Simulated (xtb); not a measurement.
**Run report: B7H6Cl (charge −2), molecular dynamics (part 1 of 2)**

System: B7H6Cl, charge −2.
Method: GFN2-xTB (xtb 6.7.1).

The starting geometry was optimised with GFN2-xTB.

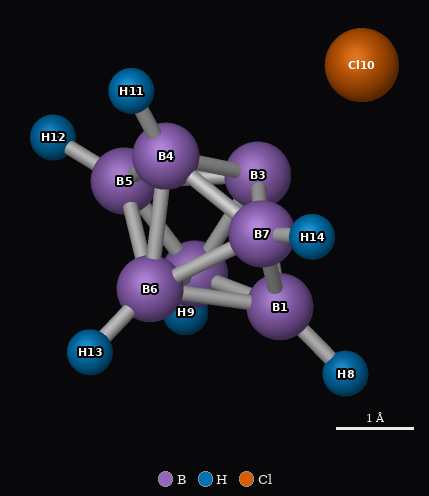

Figure 1. The input geometry (ball-and-stick view, seen at a tilt; atoms are numbered from 1 in the order of the input).

### Input (coord)
```
$coord
     -1.363021659170     -2.238323902835      0.392061479076  b
     -1.673862709410      0.399544794530      2.014977172166  b
     -1.273051798377      0.641656505617     -1.286771210041  b
      2.036028721194      1.056356903666     -1.327116862802  b
      0.426870234292      2.435743591075      0.952289685983  b
      1.488027042314     -0.750277963260      1.504656632211  b
      0.929877534145     -1.832278450437     -1.673390277879  b
     -2.625982320041     -4.172137337949      0.670437034495  h
     -3.210039973379      0.783461554009      3.719340061227  h
     -3.945615867390      1.988199752980     -3.987511095573  cl
      3.759477844114      2.017717275047     -2.559312782364  h
      0.736369578983      4.609004223440      1.723127869479  h
      3.033482861556     -1.529374249921      3.067101089313  h
      1.681421613908     -3.409311593221     -3.209888795289  h
$end
```

### File xtb.inp
```
$md
   temp=200
   time=0.2
   step=0.25
   dump=20
   hmass=1
   shake=0
   nvt=false
$end
```

Run on 1 thread of Intel Xeon (Sapphire Rapids), 16 GiB of memory available, shared host.

Launch command:
```bash
xtb coord --md --input xtb.inp --gfn 2 --chrg -2 --parallel 1 > out.txt
```

### What the program printed
```
* xtb version 6.7.1
   ID    Z sym.   atoms
    1    5 b      1-7
    2    1 h      8, 9, 11-14
    3   17 cl     10

           -------------------------------------------------
          |                Calculation Setup                |
           -------------------------------------------------

          program call               : xtb coord --md --input xtb.inp --gfn 2 --chrg -2 --parallel 1
          coordinate file            : coord
          omp threads                :                     1

molecular fragmentation (1/2 indicates fragments):
11111111121121
# atoms in fragment 1/2:    12     2
 fragment masses (1/2) :       80.72       36.46
CMA distance (Bohr)    :   5.782
constraining FC (au)   :  0.0500

           -------------------------------------------------
          |                 G F N 2 - x T B                 |
           -------------------------------------------------

      * Hamiltonian:
        H0-scaling (s, p, d)           1.850000    2.230000    2.230000
        zeta-weighting                 0.500000
      * Dispersion:
        s8                             2.700000
        a1                             0.520000
        a2                             5.000000
        s9                             5.000000
      * Repulsion:
        kExp                           1.500000    1.000000
        rExp                           1.000000
      * Coulomb:
        alpha                          2.000000
        third order                    shell-resolved
        anisotropic                    true
        a3                             3.000000
        a5                             4.000000
        cn-shift                       1.200000
        cn-exp                         4.000000
        max-rad                        5.000000

          ...................................................
          :                      SETUP                      :
          :.................................................:
          :  # basis functions                  44          :
          :  # atomic orbitals                  43          :
          :  # shells                           23          :
          :  # electrons                        36          :
          :  max. iterations                   250          :
          :  Hamiltonian                  GFN2-xTB          :
          :  restarted?                      false          :
          :  GBSA solvation                  false          :
          :  PC potential                    false          :
          :  electronic temp.          300.0000000     K    :
          :  accuracy                    1.0000000          :
          :  -> integral cutoff          0.2500000E+02      :
          :  -> integral neglect         0.1000000E-07      :
          :  -> SCF convergence          0.1000000E-05 Eh   :
          :  -> wf. convergence          0.1000000E-03 e    :
          :  Broyden damping             0.4000000          :
          :  net charge                         -2          :
          :  unpaired electrons                  0          :
          ...................................................

 iter      E             dE          RMSdq      gap      omega  full diag
   1    -16.0680623 -0.160681E+02  0.154E+01    3.60       0.0  T
   2    -16.3749059 -0.306844E+00  0.905E+00    3.69       1.0  T
   3    -16.1493833  0.225523E+00  0.560E+00    5.81       1.0  T
   4    -16.4574935 -0.308110E+00  0.285E+00    3.85       1.0  T
   5    -16.5583193 -0.100826E+00  0.675E-01    4.83       1.0  T
   6    -16.5594346 -0.111526E-02  0.491E-01    4.57       1.0  T
   7    -16.5617360 -0.230145E-02  0.201E-01    4.69       1.0  T
   8    -16.5619791 -0.243030E-03  0.613E-02    4.70       1.0  T
   9    -16.5619690  0.100410E-04  0.706E-02    4.71       1.0  T
  10    -16.5620004 -0.313548E-04  0.209E-02    4.69       1.3  T
  11    -16.5619975  0.290637E-05  0.266E-02    4.68       1.0  T
  12    -16.5620020 -0.450818E-05  0.741E-03    4.69       3.6  T
  13    -16.5620025 -0.519307E-06  0.407E-03    4.69       6.6  T
  14    -16.5620026 -0.102131E-06  0.527E-04    4.69      50.7  T
  15    -16.5620026 -0.155200E-08  0.180E-04    4.69     148.1  T

   *** convergence criteria satisfied after 15 iterations ***

         #    Occupation            Energy/Eh            Energy/eV
      -------------------------------------------------------------
         1        2.0000           -0.6992786             -19.0283
       ...           ...                  ...                  ...
        12        2.0000           -0.0201847              -0.5493
        13        2.0000           -0.0201834              -0.5492
        14        2.0000           -0.0062649              -0.1705
        15        2.0000            0.0281940               0.7672
        16        2.0000            0.0281943               0.7672
        17        2.0000            0.0444341               1.2091
        18        2.0000            0.0444384               1.2092 (HOMO)
        19                          0.2166378               5.8950 (LUMO)
        20                          0.2774414               7.5496
        21                          0.2774601               7.5501
        22                          0.3131707               8.5218
        23                          0.3131718               8.5218
       ...                                ...                  ...
        43                          1.0521784              28.6312
      -------------------------------------------------------------
                  HL-Gap            0.1721994 Eh            4.6858 eV
             Fermi-level            0.1305381 Eh            3.5521 eV

 SCC (total)                   0 d,  0 h,  0 min,  0.011 sec
 SCC setup                      ...        0 min,  0.000 sec (  0.968%)
 Dispersion                     ...        0 min,  0.000 sec (  0.721%)
 classical contributions        ...        0 min,  0.000 sec (  0.263%)
 integral evaluation            ...        0 min,  0.002 sec ( 14.920%)
 iterations                     ...        0 min,  0.006 sec ( 52.686%)
 molecular gradient             ...        0 min,  0.003 sec ( 29.524%)
 printout                       ...        0 min,  0.000 sec (  0.808%)

         :::::::::::::::::::::::::::::::::::::::::::::::::::::
         ::                     SUMMARY                     ::
         :::::::::::::::::::::::::::::::::::::::::::::::::::::
         :: total energy             -16.444085090143 Eh    ::
         :: gradient norm              0.000062951523 Eh/a0 ::
         :: HOMO-LUMO gap              4.685785015814 eV    ::
         ::.................................................::
         :: SCC energy               -16.561977970164 Eh    ::
         :: -> isotropic ES            0.502806706093 Eh    ::
         :: -> anisotropic ES          0.009857450538 Eh    ::
         :: -> anisotropic XC          0.000002064414 Eh    ::
         :: -> dispersion             -0.018721570626 Eh    ::
         :: repulsion energy           0.117892880021 Eh    ::
         :: add. restraining           0.000000000000 Eh    ::
         :: total charge              -2.000000000000 e     ::
         :::::::::::::::::::::::::::::::::::::::::::::::::::::

           -------------------------------------------------
          |                Property Printout                |
           -------------------------------------------------

    * Orbital Energies and Occupations

         #    Occupation            Energy/Eh            Energy/eV
      -------------------------------------------------------------
         1        2.0000           -0.6992786             -19.0283
       ...           ...                  ...                  ...
         6        2.0000           -0.1101049              -2.9961
         7        2.0000           -0.0937810              -2.5519
         8        2.0000           -0.0937776              -2.5518
         9        2.0000           -0.0907743              -2.4701
        10        2.0000           -0.0907742              -2.4701
        11        2.0000           -0.0792080              -2.1554
        12        2.0000           -0.0201847              -0.5493
        13        2.0000           -0.0201834              -0.5492
        14        2.0000           -0.0062649              -0.1705
        15        2.0000            0.0281940               0.7672
        16        2.0000            0.0281943               0.7672
        17        2.0000            0.0444341               1.2091
        18        2.0000            0.0444384               1.2092 (HOMO)
        19                          0.2166378               5.8950 (LUMO)
        20                          0.2774414               7.5496
        21                          0.2774601               7.5501
        22                          0.3131707               8.5218
        23                          0.3131718               8.5218
        24                          0.4019369              10.9373
        25                          0.4019369              10.9373
        26                          0.4024116              10.9502
        27                          0.4024119              10.9502
        28                          0.4304350              11.7127
        29                          0.4650987              12.6560
       ...                                ...                  ...
        43                          1.0521784              28.6312
      -------------------------------------------------------------
                  HL-Gap            0.1721994 Eh            4.6858 eV
             Fermi-level            0.1305381 Eh            3.5521 eV

     #   Z          covCN         q      C6AA      α(0)
     1   5 b        4.636     0.037    22.063     7.568
     2   5 b        4.636     0.037    22.063     7.568
     3   5 b        5.471     0.186    19.589     7.131
     4   5 b        4.636     0.037    22.063     7.568
     5   5 b        4.636     0.037    22.063     7.568
     6   5 b        5.552     0.088    21.179     7.415
     7   5 b        4.636     0.037    22.063     7.568
     8   1 h        0.907    -0.287    20.448     7.074
     9   1 h        0.907    -0.287    20.447     7.074
    10  17 cl       0.687    -0.725   123.794    17.016
    11   1 h        0.907    -0.287    20.454     7.075
    12   1 h        0.907    -0.287    20.456     7.075
    13   1 h        0.905    -0.299    22.404     7.405
    14   1 h        0.907    -0.287    20.453     7.075

 Mol. C6AA /au·bohr⁶  :       5037.003523
 Mol. C8AA /au·bohr⁸  :     138460.543060
 Mol. α(0) /au        :        112.182090

Wiberg/Mayer (AO) data.
largest (>0.10) Wiberg bond orders for each atom
```
